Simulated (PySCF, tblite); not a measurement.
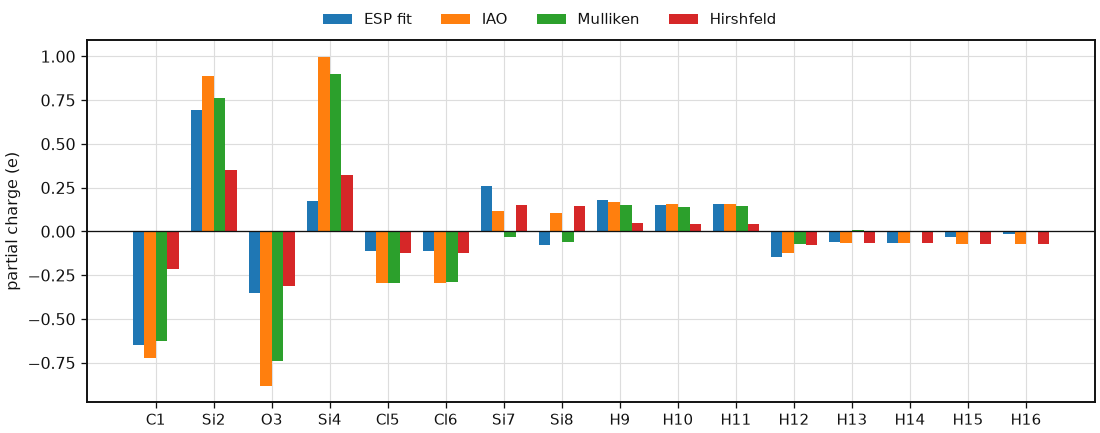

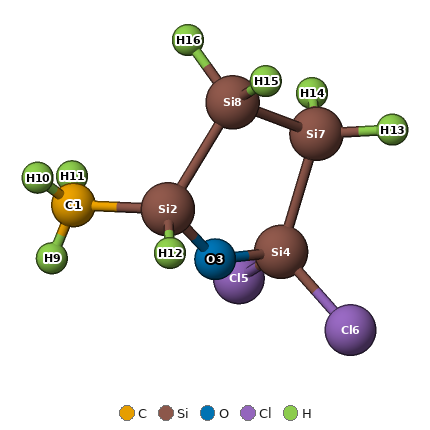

Atomic charges of CH₈Cl₂OSi₄, SMILES C[Si@H]1O[Si](Cl)(Cl)[SiH2][SiH2]1 by 4 schemes, PBE0/pcSseg-1 in PySCF, at a GFN2-xTB geometry (a minimum by its frequencies).

Q: On which atom do the schemes disagree most?

A: On Si4: ESP fit 0.17, IAO 1.00, Mulliken 0.90, Hirshfeld 0.32 e.

Q: Which atom is the most negative in each scheme?

A: ESP fit: C1 (−0.65 e); IAO: O3 (−0.88 e); Mulliken: O3 (−0.74 e); Hirshfeld: O3 (−0.31 e).

Known limits of this run: the tight-binding geometry is rougher than a DFT one and adds to the error; one conformer of a flexible molecule.
